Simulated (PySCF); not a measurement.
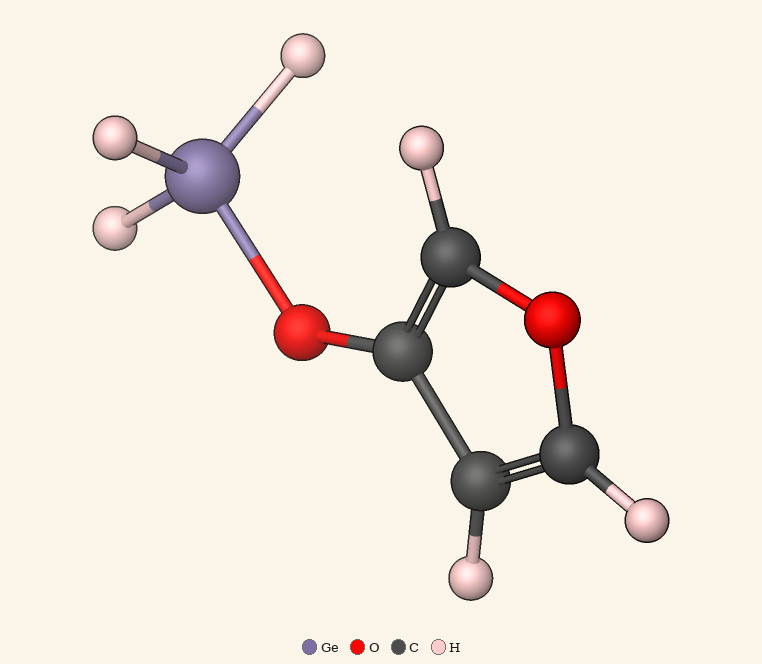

The computed structure is the end point of a GFN2-xTB optimisation. No frequency run is at hand to confirm it as a minimum.

Draw it as a skeletal formula.

SMILES: [GeH3][O]c1ccoc1

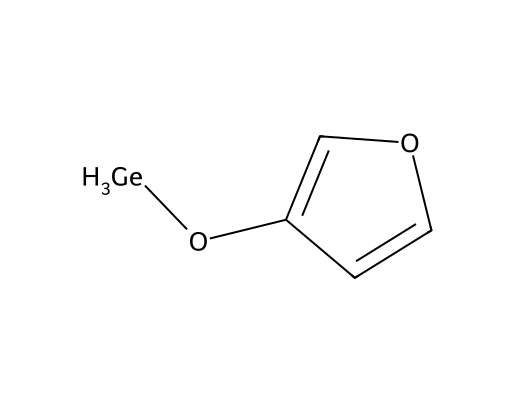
